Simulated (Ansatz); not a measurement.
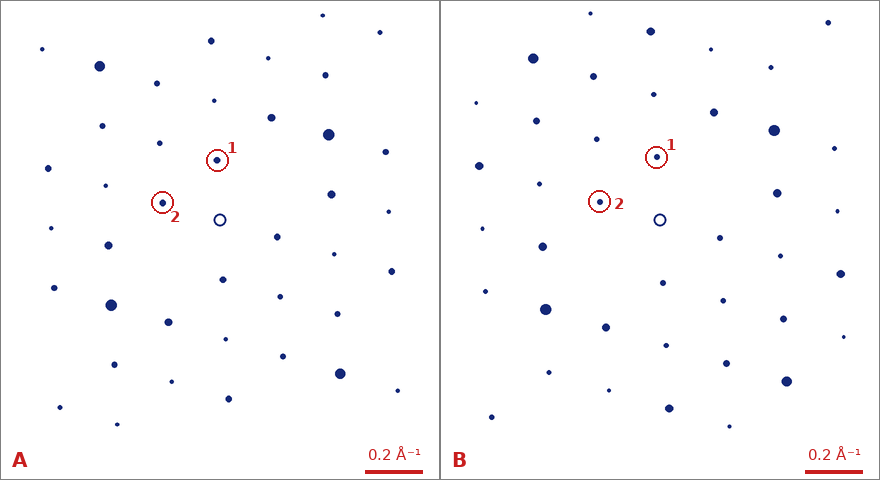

Kinematic electron diffraction patterns (200 kV, B = 0.5 Å², same scale) along [100] of the run's own cell, for the start and the end of one relaxation of Zn2CO4 with Ansatz 0.2.0, DFT, PAW plane waves, pbesol. k mesh 6×6×6. The start is a generated model structure, and the relaxation ends in the nearest stationary point of its symmetry, not necessarily the ground state. Spot 1 is 0 0 -1 and spot 2 is 0 1 0 in both.

Start structure:

```yaml
crystal:
  lattice:
    - [0.00000, 4.08152, 4.08152]
    - [4.08152, 0.00000, 4.08152]
    - [4.08152, 4.08152, 0.00000]
  atoms:
    - { symbol: C, position: [0.12500, 0.12500, 0.12500] }
    - { symbol: C, position: [0.87500, 0.87500, 0.87500] }
    - { symbol: Zn, position: [0.50000, 0.50000, 0.50000] }
    - { symbol: Zn, position: [0.00000, 0.50000, 0.50000] }
    - { symbol: Zn, position: [0.50000, 0.50000, 0.00000] }
    - { symbol: Zn, position: [0.50000, 0.00000, 0.50000] }
    - { symbol: O, position: [0.24660, 0.24660, 0.24660] }
    - { symbol: O, position: [0.23980, 0.75340, 0.75340] }
    - { symbol: O, position: [0.24660, 0.24660, 0.76020] }
    - { symbol: O, position: [0.75340, 0.23980, 0.75340] }
    - { symbol: O, position: [0.76020, 0.24660, 0.24660] }
    - { symbol: O, position: [0.75340, 0.75340, 0.75340] }
    - { symbol: O, position: [0.24660, 0.76020, 0.24660] }
    - { symbol: O, position: [0.75340, 0.75340, 0.23980] }
```

**Which pattern belongs to the start structure, and which to the relaxed one?**

A is the start: its cell gives d(1) = 4.713 Å, d(2) = 4.713 Å and an angle of 70.5°. B is the relaxed structure, with d(1) = 4.478 Å (-5.0 %), d(2) = 4.478 Å (-5.0 %) and 70.5°.

**Name reflections whose intensity changes strongly on relaxation.**

0 1 -2 goes from 5.2 to 12 % of the strongest spot; 0 0 1 goes from 11 to 5.9 % of the strongest spot.

**Summarise the relaxation behind the change.**

The volume changed by -14.2 % to 8.33 Å³ an atom; with the mean shift removed, the atoms moved by up to 0.21 Å relative to the cell (O most); the space group stayed Fd-3m (No. 227); the free energy fell by 480 meV an atom. Relaxed cell: a = 5.485 Å, b = 5.485 Å, c = 5.485 Å, α = 60.00°, β = 60.00°, γ = 60.00°.
